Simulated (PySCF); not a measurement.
CH7BO3Si, SMILES C[SiH2]OB(O)O, PBE0/def2-SVP optimised geometry. Atoms within 1.6 Å of the plane z = 0.0 Å (x, y, z in Å): Si1 (-1.36, -0.53, 0.00), C2 (-1.63, -2.38, 0.00), O3 (0.30, -0.27, 0.00), B4 (0.99, 0.90, 0.00), O5 (2.36, 0.90, 0.00), O6 (0.32, 2.09, 0.00), H7 (-1.97, 0.09, 1.21), H8 (-1.96, 0.09, -1.23), H9 (-1.17, -2.84, -0.89), H10 (-1.18, -2.84, 0.89), H11 (-2.70, -2.61, 0.00), H12 (2.70, 0.01, 0.00), H13 (0.91, 2.84, 0.00).

Method: PBE0/def2-TZVP in PySCF 2.14.0. Cells within 0.4 Å of a nucleus heavier than hydrogen are left out (blank, or x).

Map of the Laplacian of the electron density (e/bohr⁵), clipped to [-1.50, 1.50] on the plane z = 0.0 Å:

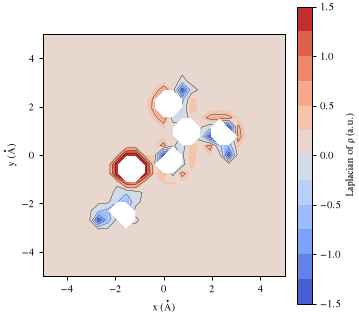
Figure. Laplacian of the electron density (e/bohr⁵), clipped to [-1.50, 1.50] on the plane z = 0.0 Å.
